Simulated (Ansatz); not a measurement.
**SiO2 (silicon dioxide molecule) at 5 levels**

We compute a comparison of 5 runs (B2PLYP/STO-3G, CAM-B3LYP/STO-3G, PBE/STO-3G, wB97X/STO-3G, UMP2/STO-3G) of SiO2 (silicon dioxide molecule). 

The calculation is run with Ansatz 0.2.0.

37 further runs of the same task are left out: 8 that didn't finish, 29 set aside as unsound or not needed.

**1. The system as given**

SiO2: 3 atoms, total charge 0, spin state singlet. SMILES: `O=[Si]=O`. The Si2–O1 distance was set to 2.982 Å, away from the relaxed value. At this shape a bond of the SMILES string is far longer than usual.

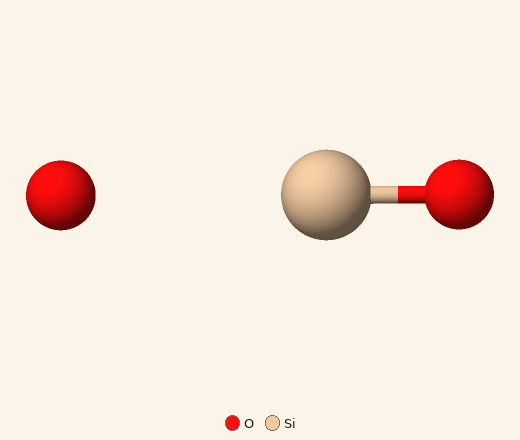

The structure, seen from a chosen angle (oxygen red, silicon light orange).

**2. A single-point energy at B2PLYP/STO-3G (run 1)**

job.yaml

```yaml
crystal:
  periodic: [false, false, false]
  atoms:
    - {symbol: O, position_ang: [1.383206, 2.434168, 1.027652]}
    - {symbol: Si, position_ang: [-0.000730, 0.000440, -0.000160]}
    - {symbol: O, position_ang: [-0.690510, -1.217740, -0.513580]}
basis:
  gaussian: {orbitals: STO-3G}
accuracy: high
correlation: {frozen_orbitals: {O: 1, Si: 5}}
hamiltonian: {xc: {name: B2PLYP}}
```

Launch:

```
ansatz run job.yaml --threads 1 --pin off --max-ram 2610MiB --events-out events.jsonl --progress --plain --runs-dir runs
```

The log of the run:

```text
Warning: RAYON_NUM_THREADS=1 ignored (pool sized by the plan → 1); use --threads N
Functional definition: B2PLYP
  name "B2PLYP"
  parameter a = 0.53
  parameter c = 0.27
  exchange = (1 - a)*b88_x + a*exact_x
  correlation = (1 - c)*lyp_c + c*(mp2_os + mp2_ss)
304 factors; integrals over basis functions are off by at most 1.5e-8 eV
mean field evaluation 1: about -11787.1317 eV, gradient 5.7e1 eV
mean field evaluation 2: about -11787.1316 eV, gradient 5.7e1 eV
mean field evaluation 4: about -11694.8942 eV, gradient 1.5e2 eV
mean field evaluation 8: about -11805.9913 eV, gradient 4.5e-1 eV
mean field evaluation 16: about -11805.9876 eV, gradient 2.3e-8 eV
mean field evaluation 32: about -11729.6913 eV, gradient 2.8e1 eV
mean field evaluation 64: about -11805.6504 eV, gradient 3.0e0 eV
mean field -11805.98756018 eV, -433.8620404509 hartree, gradient 2.3e-8 eV, S^2 0.000000; 6 other end points of the search recorded, 0 dependent functions left out; unrestricted orbitals would lower it
7 core orbitals not correlated: weight in the atoms' cores, before any rotation towards them, 1.000 or more for the frozen orbitals, at most 0.000 for the correlated occupied ones
reference -11805.98757445 eV, -433.8620409754 hartree; 8, 8 occupied and 4, 4 virtual orbitals, 304 factors
second order -6.17857911 eV of doubles, -0.00000000 eV of singles
Total energy: -11807.65579081 eV, -433.9233467958 hartree
```

Run time: 1.9 s. Hardware: 1 thread of AMD EPYC 7R43 (Zen 3), shared host; peak memory 0.11 GiB.

**3. A single-point energy at CAM-B3LYP/STO-3G (run 2)**

input.yaml

```yaml
basis:
  gaussian:
    orbitals: STO-3G
crystal:
  periodic: [false, false, false]
  atoms:
    - symbol: O
      position_ang: [1.383206, 2.434168, 1.027652]
    - symbol: Si
      position_ang: [-0.000730, 0.000440, -0.000160]
    - symbol: O
      position_ang: [-0.690510, -1.217740, -0.513580]
magnetization:
  spin_polarized: false
hamiltonian:
  xc: {name: CAM-B3LYP}
accuracy: high
```

Launch:

```
ansatz run input.yaml --threads 1 --pin off --max-ram 2610MiB --events-out events.jsonl --progress --plain --runs-dir runs
```

The log of the run:

```text
Warning: RAYON_NUM_THREADS=1 ignored (pool sized by the plan → 1); use --threads N
Functional definition: CAM-B3LYP
  name "CAM-B3LYP"
  parameter alpha = 0.19
  parameter beta = 0.46
  parameter omega = 0.33/bohr
  parameter ac = 0.81
  exchange = (1 - alpha - beta)*b88_x + beta*b88_x_sr(omega) + alpha*exact_x + beta*exact_x_lr(omega)
  correlation = (1 - ac)*vwn5_c + ac*lyp_c
304 factors; integrals over basis functions are off by at most 1.5e-8 eV
141 factors; integrals over basis functions are off by at most 1.1e-9 eV
mean field evaluation 1: about -11797.8184 eV, gradient 5.4e1 eV
mean field evaluation 2: about -11609.0066 eV, gradient 5.0e1 eV
mean field evaluation 4: about -11746.1076 eV, gradient 9.4e1 eV
mean field evaluation 8: about -11813.1288 eV, gradient 6.3e-3 eV
mean field evaluation 16: about -11812.9572 eV, gradient 6.5e-1 eV
mean field -11813.11884875 eV, -434.1241104721 hartree, gradient 6.4e-9 eV, S^2 0.000000; 4 other end points of the search recorded, 0 dependent functions left out
reference -11813.11885950 eV, -434.1241108672 hartree; 15, 15 occupied and 4, 4 virtual orbitals, 304 factors
Total energy: -11813.11885950 eV, -434.1241108672 hartree
```

Run time: 1.5 s. Hardware: 1 thread of AMD EPYC 7R43 (Zen 3), shared host; peak memory 0.11 GiB.

**4. The energy at PBE/STO-3G (run 3)**

input.yaml

```yaml
crystal:
  periodic: [false, false, false]
  atoms:
    - {symbol: O, position_ang: [1.383206, 2.434168, 1.027652]}
    - {symbol: Si, position_ang: [-0.000730, 0.000440, -0.000160]}
    - {symbol: O, position_ang: [-0.690510, -1.217740, -0.513580]}
basis:
  gaussian: {orbitals: STO-3G}
hamiltonian: {xc: pbe}
accuracy: high
```

Launch:

```
ansatz run input.yaml --threads 1 --pin off --max-ram 2610MiB --events-out events.jsonl --progress --plain --runs-dir runs
```

The log of the run:

```text
Warning: RAYON_NUM_THREADS=1 ignored (pool sized by the plan → 1); use --threads N
Functional definition: PBE
  name "PBE"
  parameter kappa = 0.804
  parameter beta = 0.06672455060314922
  exchange = pbe_x(kappa = kappa, mu = beta*pi^2/3)
  correlation = pbe_c(beta = beta)
304 factors; integrals over basis functions are off by at most 1.5e-8 eV
mean field evaluation 1: about -11796.6489 eV, gradient 4.8e1 eV
mean field evaluation 2: about -11599.0456 eV, gradient 3.5e1 eV
mean field evaluation 4: about -11736.0874 eV, gradient 7.5e1 eV
mean field evaluation 8: about -11806.9822 eV, gradient 1.1e-1 eV
mean field evaluation 16: about -11806.3000 eV, gradient 2.3e0 eV
mean field evaluation 32: about -11806.4066 eV, gradient 5.5e0 eV
mean field -11806.96532586 eV, -433.8979726770 hartree, gradient 3.6e-8 eV, S^2 0.000000; 5 other end points of the search recorded, 0 dependent functions left out
reference -11806.96532718 eV, -433.8979727252 hartree; 15, 15 occupied and 4, 4 virtual orbitals, 304 factors
Total energy: -11806.96532718 eV, -433.8979727252 hartree
```

Wall time 1.6 s (1 thread of AMD EPYC 7R43 (Zen 3), shared host); peak memory 0.11 GiB.

Run 4 isn't shown in full; the table further down has it.

**5. A single-point energy at UMP2/STO-3G (run 5)**

Changes to job.yaml since step 2:

```diff
@@ -7,5 +7,10 @@
 basis:
-  gaussian: {orbitals: STO-3G}
+  gaussian:
+    orbitals: STO-3G
+magnetization:
+  spin_polarized: true
+  initial_magnetization: 0
+correlation:
+  method: mp2
+  frozen_orbitals: {O: 1, Si: 5}
 accuracy: high
-correlation: {frozen_orbitals: {O: 1, Si: 5}}
-hamiltonian: {xc: {name: B2PLYP}}
```

Launch:

```
ansatz run job.yaml --threads 1 --pin off --max-ram 2610MiB --events-out events.jsonl --progress --plain --runs-dir runs
```

The log of the run:

```text
Warning: RAYON_NUM_THREADS=1 ignored (pool sized by the plan → 1); use --threads N
[... 29 lines left out ...]
7 core orbitals not correlated: weight in the atoms' cores, before any rotation towards them, 1.000 or more for the frozen orbitals, at most 0.000 for the correlated occupied ones
[... 2 lines left out ...]
Total energy: -11790.27363432 eV, -433.2845643269 hartree
```

Run time: 5.7 s. Hardware: 1 thread of AMD EPYC 7R43 (Zen 3), shared host.

**6. The series**

```
run             level  frozen core orbitals  energy (Eh)  wall time
  1     B2PLYP/STO-3G                     7  -433.923347      1.9 s
  2  CAM-B3LYP/STO-3G                     –  -434.124111      1.5 s
  3        PBE/STO-3G                     –  -433.897973      1.6 s
  4      wB97X/STO-3G                     –  -434.176644        6 s
  5       UMP2/STO-3G                     7  -433.284564      5.7 s
```

**7. Results**

| quantity | value |
| --- | --- |
| run 5: total energy | -433.28456 Eh |
| run 5: correlation energy (7 core orbitals frozen) | -128.8 mEh |
| run 5: ⟨S²⟩ of the reference determinant | 1.131 |

**Reading.** Totals of different functionals can't be ranked against each other. In run 1 the log says that unrestricted orbitals would lower the reference, so the values rest on an unstable closed-shell determinant (other closed-shell runs at this shape may share the fault). In runs 1, 2, 3, 4, 5 the basis is minimal, so the values are rough. Spin contamination of the reference: run 5 ⟨S²⟩ = 1.13. Where it is this large, the reference is a mixture of spin states, and values that rest on it are in doubt. All runs together took 17 s, the longest 6 s.
